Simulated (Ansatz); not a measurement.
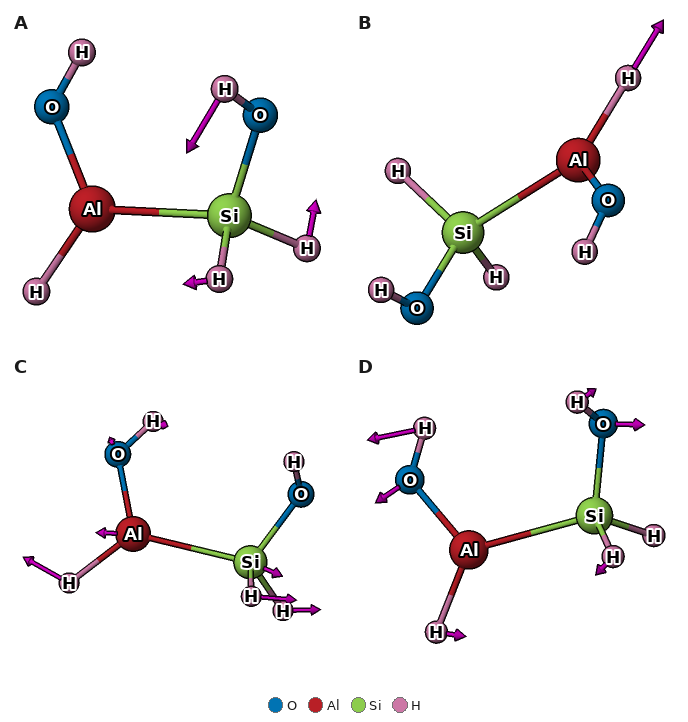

4 normal modes of one molecule or complex, as arrows. Harmonic vibrations computed with RKS PBE0-D4/def2-TZVP (Ansatz 0.2.0) at a stationary point of the same level.

### Match the panels to the wavenumbers 75 cm⁻¹, 362 cm⁻¹, 900 cm⁻¹, 1929 cm⁻¹.

A: 900 cm⁻¹, angle bending
B: 1929 cm⁻¹, Al–H stretching
C: 362 cm⁻¹
D: 75 cm⁻¹, angle bending
